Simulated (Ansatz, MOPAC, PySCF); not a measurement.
Torsion H4–N1–Si2–F3 in FH2NSi (SMILES N[Si]F); at each angle all else is relaxed with GFN2-xTB, and the levels are single points there.
Geometry at 0° (charge 0, multiplicity 1):
```csv
atom,x (Å),y (Å),z (Å)
N,-0.5838,-0.0250,0.0588
Si,0.9204,-0.7566,0.3836
F,1.6580,0.6346,0.8699
H,-0.7630,0.9621,0.1883
H,-1.3882,-0.5215,-0.2810
```
Energies count from the point at 0°.

Correlated levels freeze the cores. CBS(a, b) extrapolates the correlation energy as X⁻³ and adds the Hartree–Fock energy of set b. Rows in STO-3G carry no dispersion term and start afresh at each structure. The state that PM7 reach isn't checked; PM7 holds dispersion and hydrogen-bond terms.

Run with Ansatz (a first-principles code); MOPAC for PM7 (differences of heats of formation); PySCF for STO-3G rows, the dispersion terms. Values without a source in brackets are computed.

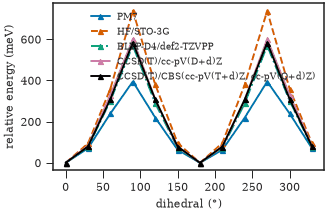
*Relative energy along the coordinate*

Problem. Read off the PM7 curve at dihedral = 90.

Solution. about 390 meV
